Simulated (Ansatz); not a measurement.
# Convergence study of the plane-wave cutoff for YTe (I4mm, 2 atoms in the cell)

```xyz
2
Lattice="0.0000 3.0896 3.0896 3.0896 0.0000 3.0896 3.0896 3.0896 0.0000" Properties=species:S:1:pos:R:3 pbc="T T T"
Y      0.0000     0.0000     0.0500
Te     3.0896     3.0896     3.0896
```

Level of theory: PBEsol, default PAW files made with PBE (plane waves; Ansatz, a program for electronic structure).

Base settings: basis.ecutwfc = 420 eV; kpoints.mp_grid.grid = 9 9 9; hamiltonian.xc = pbesol; hamiltonian.pseudopotentials = {kind: paw} (the program's default PAW files); scf.occupations.method = gaussian; scf.occupations.width = 0.1 eV.

The second cell is the first with its lattice scaled by 0.98.

The mesh stays at the base's, so the ladder's end is converged at best in this setting alone.

The first pressure column holds Ansatz's estimate of the finite-basis (Pulay) stress, which hides part of the cutoff error; the other is without it.

Only quantities that move along the ladder and can be compared are tabulated.

The count of work is k-points × plane waves × bands × iterations; it is no time. 

The starting cell comes from a database of computed structures (which also holds hypothetical and non-ambient phases and stackings), without a prior relaxation at this level. Its lattice was rescaled by up to half a per cent. One atom was moved a little off its site on purpose.

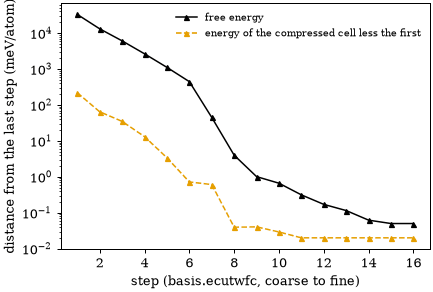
Figure. Distance from the last step along the ladder; very small values are drawn at a floor.

| basis.ecutwfc | free energy less the last step's (meV/atom) | energy of the compressed cell less the first (meV/atom) | pressure (GPa) | pressure without the Pulay estimate (GPa) | largest difference of a force vector from the last step's (eV/Å) | count of work / last |
|---|---|---|---|---|---|---|
| 145 eV | 33082.22 | -230.30 | -15.07 | -633.55 | 0.069 | 0.060 |
| 170 eV | 13146.03 | 52.16 | -4.19 | -312.55 | 0.100 | 0.072 |
| 190 eV | 6079.98 | -47.19 | -3.48 | -169.91 | 0.026 | 0.079 |
| 210 eV | 2652.18 | 0.80 | -2.15 | -87.71 | 0.012 | 0.096 |
| 230 eV | 1112.24 | -15.70 | -3.14 | -44.27 | 0.021 | 0.11 |
| 250 eV | 445.36 | -13.04 | -3.12 | -22.15 | 0.008 | 0.11 |
| 295 eV | 44.94 | -12.92 | -3.00 | -5.70 | 0.001 | 0.15 |
| 335 eV | 3.99 | -12.28 | -2.96 | -3.24 | 0.000 | 0.20 |
| 380 eV | 1.01 | -12.28 | -2.96 | -2.97 | 0.000 | 0.23 |
| 420 eV | 0.66 | -12.29 | -2.96 | -2.98 | 0.000 | 0.27 |
| 460 eV | 0.31 | -12.30 | -2.96 | -2.97 | 0.000 | 0.32 |
| 505 eV | 0.17 | -12.31 | -2.96 | -2.96 | 0.000 | 0.34 |
| 565 eV | 0.11 | -12.31 | -2.96 | -2.96 | 0.000 | 0.36 |
| 630 eV | 0.06 | -12.31 | -2.96 | -2.96 | 0.000 | 0.49 |
| 735 eV | 0.04 | -12.31 | -2.96 | -2.96 | 0.000 | 0.63 |
| 840 eV | 0.02 | -12.32 | -2.96 | -2.96 | 0.000 | 0.77 |
| 1010 eV | 0.00 | -12.32 | -2.96 | -2.96 | 0.000 | 1.0 |

Coarsest basis.ecutwfc that holds the pressure within 0.1 GPa of the last step, with all finer ones: 295 eV, at 0.15 of the last step's count of work; the step before is off by 0.15 GPa.

Coarsest basis.ecutwfc that holds the pressure without the Pulay estimate within 0.2 GPa of the last step, with all finer ones: 380 eV, at 0.23 of the last step's count of work; the step before is off by 0.28 GPa.

Coarsest basis.ecutwfc that holds the free energy within 2 meV/atom of the last step, with all finer ones: 380 eV, at 0.23 of the last step's count of work; the step before is off by 4.0 meV/atom.

The energy difference between the two cells stays within 1 meV/atom of the last step's from 250 eV on, the total only from 420 eV on: much of the error is common to both cells and cancels.

At the lowest cutoff the pressure without the Pulay estimate lies 631 GPa under the last step's, the usual sign of Pulay stress in an incomplete plane-wave basis.

Keys are those of Ansatz 0.2.
